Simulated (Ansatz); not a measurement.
All values below come from PBE (plane waves to 420 eV, PAW; Ansatz, a quantum-chemistry and plane-wave program).

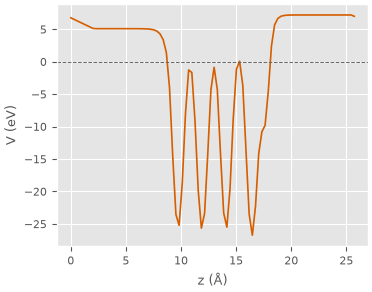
Figure: Planar average of the electrostatic potential across the slab, in eV from the Fermi level, for N on the 1x1 (111) surface of fcc Rh, one in a 1x1 cell, started at the site 'hollow Rh-Rh-Rh over Rh at depth 2.2 Å'

Model: 5-atom slab, 6.5 Å thick at the start under the adsorbate (thin: gaps and levels are the slab's own), 12x12x1 mesh, Fermi-Dirac 0.1 eV, dipole correction, 2 atoms held, the rest relaxed; symmetry of the start imposed; no spin, no spin-orbit, no U, no dispersion correction. At the end it is bonded to 3 Rh. In PBE it is, or lies within 0.03 eV of, the lowest of the starts that converged.

**Question.** The surface cell has an area of 6.35 Å². What dipole along the normal does the step between the two vacuum levels imply?

**Answer.** the top vacuum level lies 2.12 eV above the bottom one; p = −ε₀ A ΔV (ε₀ = 0.005526 e/(V·Å)) gives -0.07 e·Å a cell.
